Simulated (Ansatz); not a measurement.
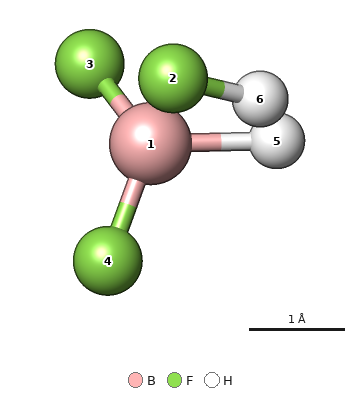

**Figure 1.** The structure (ball-and-stick view, seen at a tilt; atoms are numbered from 1 in the order of the input).

# Run report: BH2F3, frequency calculation

BH2F3, computed with RKS PBE0/def2-SVP (Ansatz 0.2.0).

It belongs to a series of runs on one base structure; here: vibrations at the highest image of the band. Figures and captions count atoms from 1; the log counts them from 0 in places.

## The input
```yaml
crystal:
  periodic: [false, false, false]
  atoms:
    - { symbol: B, position_ang: [0.014216, -0.274396, 0.002959] }
    - { symbol: F, position_ang: [0.018762, 0.12258, 1.557295] }
    - { symbol: F, position_ang: [1.149434, 0.109636, -0.55838] }
    - { symbol: F, position_ang: [-1.143987, 0.062702, -0.542333] }
    - { symbol: H, position_ang: [0.038566, -1.562136, 0.377703] }
    - { symbol: H, position_ang: [0.034407, -0.984285, 1.296956] }
basis:
  gaussian: { orbitals: def2-SVP }
hamiltonian:
  xc: pbe0
phonons: {}
```

Machine: 1 thread of Arm Neoverse V2, 24 GiB of memory available, shared host.

Command:
```bash
ansatz run input.yaml --threads 1 --pin off --max-ram 2048MiB --backend cpu --events-out ev --progress --plain --runs-dir out
```

## What the program printed
```
Engine: ansatz 0.2.0, aarch64-unknown-linux-gnu
Functional definition: PBE0
  parameter a = 0.25
  parameter kappa = 0.804
  parameter beta = 0.06672455060314922
  exchange = (1 - a)*pbe_x(kappa = kappa, mu = beta*pi^2/3) + a*exact_x
  correlation = pbe_c(beta = beta)
694 factors; integrals over basis functions are off by at most 5.1e-4 eV
mean field evaluation 1: about -8844.1305 eV, gradient 3.7e1 eV
mean field evaluation 2: about -8842.6624 eV, gradient 4.9e1 eV
mean field evaluation 4: about -8846.0771 eV, gradient 1.1e0 eV
mean field evaluation 8: about -8846.1227 eV, gradient 5.0e-3 eV
mean field -8846.12265647 eV, -325.0890115079 hartree, gradient 1.4e-5 eV, S^2 0.000000; 0 other end points of the search recorded, 0 dependent functions left out
the calculation of the forces begins
reference -8846.12267518 eV, -325.0890121954 hartree; 17, 17 occupied and 49, 49 virtual orbitals, 694 factors
these checks for a lower state are left out or cut short: stability, starts, cluster_reference, orbital_swaps, neighbouring_geometries, increment
694 factors; integrals over basis functions are off by at most 5.1e-4 eV
mean field evaluation 16: about -8846.1222 eV, gradient 2.6e-1 eV
mean field -8846.12240465 eV, -325.0890022538 hartree, gradient 2.4e-6 eV, S^2 0.000000; 0 other end points of the search recorded, 0 dependent functions left out
[... from here on the field's lines of each further geometry are left out, up to the last ...]
the calculation of the forces begins
reference -8846.12265530 eV, -325.0890114651 hartree; 17, 17 occupied and 49, 49 virtual orbitals, 694 factors
these checks for a lower state are left out or cut short: stability, starts, cluster_reference, orbital_swaps, neighbouring_geometries, increment
694 factors; integrals over basis functions are off by at most 5.2e-4 eV
mean field -8846.12264692 eV, -325.0890111572 hartree, gradient 2.2e-6 eV, S^2 0.000000; 0 other end points of the search recorded, 0 dependent functions left out
the calculation of the forces begins
reference -8846.12266563 eV, -325.0890118445 hartree; 17, 17 occupied and 49, 49 virtual orbitals, 694 factors
WARN: phonons: modes at or below zero, which the zero-point energy, F, S and C_V leave out: 1, the lowest at -1168.70 cm⁻¹. A minimum has none, and a first-order saddle one
Total energy: -8846.12267518 eV, -325.0890121954 hartree
Atom 0 at     0.014216    -0.274396     0.002959 Å, force    -0.020485     0.013486    -0.024910 eV/Å
Atom 1 at     0.018762     0.122580     1.557295 Å, force    -0.007907     0.001405    -0.014414 eV/Å
Atom 2 at     1.149434     0.109636    -0.558380 Å, force     0.023514    -0.016853     0.019928 eV/Å
Atom 3 at    -1.143987     0.062702    -0.542333 Å, force    -0.011515    -0.002992     0.025756 eV/Å
Atom 4 at     0.038566    -1.562136     0.377703 Å, force     0.010250     0.002274    -0.004269 eV/Å
Atom 5 at     0.034407    -0.984285     1.296956 Å, force     0.006143     0.002679    -0.002091 eV/Å
Dipole moment:     0.008649    -0.362256     0.243275 e Å
Vibrations: -1168.70 333.63 406.34 558.71 737.32 983.26 1110.16 1178.08 1416.15 1474.11 2006.34 2258.78 cm⁻¹, zero-point energy 0.772600 eV
```

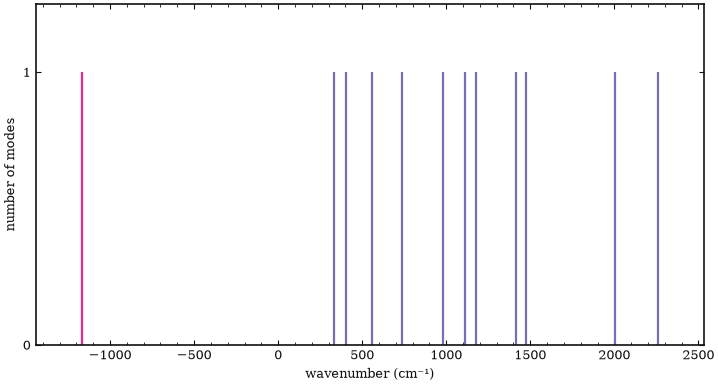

**Figure 2.** Harmonic vibrational wavenumbers from the force constants; neighbouring modes closer than 16 cm⁻¹ are counted in one stick, and imaginary ones are drawn at negative wavenumbers. 12 modes from 1169i to 2259 cm⁻¹, 1 imaginary beyond 8i (1169i cm⁻¹): a first-order saddle point, if the geometry is stationary.

## Summary

| quantity | value |
| --- | --- |
| outcome | converged |
| total energy | −8846.1227 eV |
| mean-field energy | −8846.1227 eV |
| largest force (length of the vector) | 0.035 eV/Å |
| wall time | 32 s |
| peak memory | 0.12 GiB |
